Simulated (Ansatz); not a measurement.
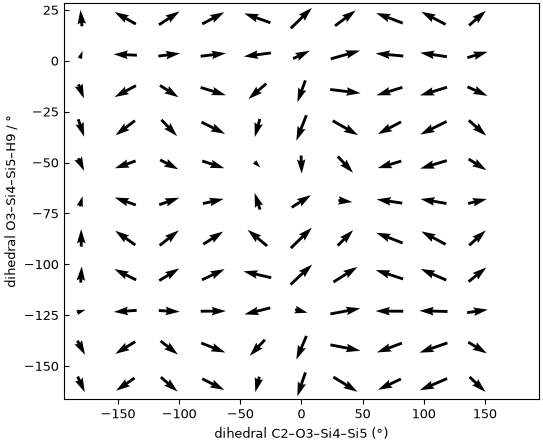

C₂H₆OSi₂, SMILES C#CO[SiH2][SiH3]. 
- First axis: dihedral C2–O3–Si4–Si5. Second axis: dihedral O3–Si4–Si5–H9.
- Nothing is relaxed (all other coordinates rigid).
- The grid has 10 × 11 points.
- Points are written as (first, second).
- Method: Ansatz, RKS B3LYP-D4/def2-SVP.

The picture shows arrows along the force (downhill), their lengths compressed.

Question: The arrows alone are given. Where are the wells?

Answer: The arrows converge at about (45°, −70°); about (−180°, −65°) (1.07 kcal/mol up) (read from the interpolated surface).

The energy map of the same scan:

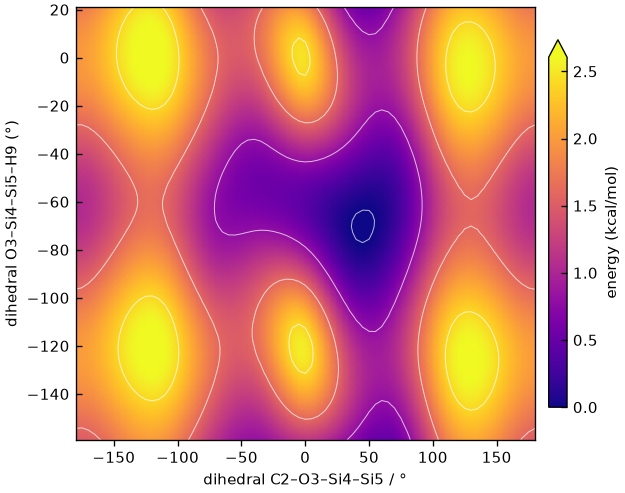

Energies are in kcal/mol, from the lowest grid point; between grid points the surface is interpolated.
